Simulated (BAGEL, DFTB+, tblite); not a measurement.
**How methods differ on C5H8 (methylenecyclobutane)**

C5H8: 13 atoms, total charge 0, spin state singlet. As SMILES, `C=C1CCC1`. Geometry: relaxed at PBE0-D4/def2-TZVP.

```xyz
13

C    -0.8415    1.7790    0.3656
C    -0.2854    0.6047    0.1248
C    -0.4695   -0.7801    0.7070
C     0.6141   -1.3022   -0.2691
C     0.7794    0.1284   -0.8397
H    -1.6088    1.8962    1.1237
H    -0.5501    2.6663   -0.1867
H    -1.4660   -1.2051    0.5633
H    -0.2167   -0.8643    1.7668
H     0.2561   -2.0373   -0.9899
H     1.5050   -1.7016    0.2157
H     0.5192    0.2392   -1.8953
H     1.7641    0.5767   -0.6862
```

Quantity: the dipole moment, in D. The values are calculated.

**The experiment to reproduce.** NIST CCCBDB gives the dipole moment of the gas as 0.51 D.

```csv
level,kind,program,value (D),computed − measured
DFTB1,semi-empirical,DFTB+,0.92,+0.41
DFTB2,semi-empirical,DFTB+,0.54,+0.03
GFN2-xTB,semi-empirical,tblite,0.49,-0.02
GFN1-xTB,semi-empirical,tblite,0.53,+0.02
HF/STO-3G (density fitting with qzvpp-jkfit),Hartree–Fock,BAGEL,0.37,-0.14
HF/3-21G (density fitting with tzvpp-jkfit),Hartree–Fock,BAGEL,0.45,-0.06
HF/6-31G (density fitting with qzvpp-jkfit),Hartree–Fock,BAGEL,0.53,+0.02
"HF/6-31G* (density fitting with qzvpp-jkfit, spherical functions)",Hartree–Fock,BAGEL,0.51,0.00
HF/def2-SV(P) (density fitting with svp-jkfit),Hartree–Fock,BAGEL,0.48,-0.03
"HF/6-31G** (density fitting with qzvpp-jkfit, spherical functions)",Hartree–Fock,BAGEL,0.53,+0.02
```

Nearest: HF/6-31G* (density fitting with qzvpp-jkfit, spherical functions) (0.00 D); farthest: DFTB1 (+0.41 D). The measured dipole is a vibrational average, so differences of a few hundredths of a debye mean little. Computed less measured by kind, in D (of the ab initio rows, those in 6-31G*): semi-empirical -0.02 to +0.41; Hartree–Fock +0.00. Magnitudes only. Sets without polarisation functions give poor dipoles. Without the sets that lack polarisation functions the rows with a basis span only 0.48 to 0.53 D.

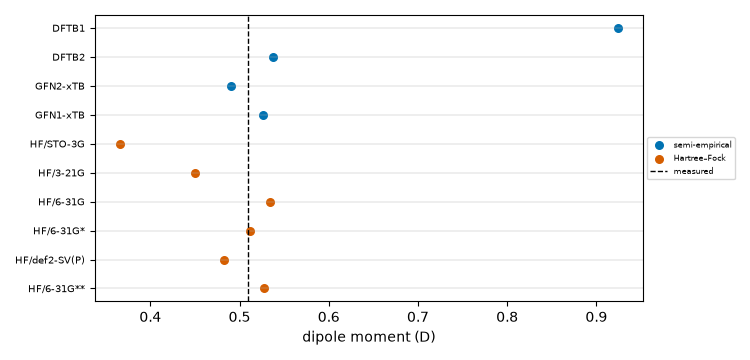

The values of the table, level by level.
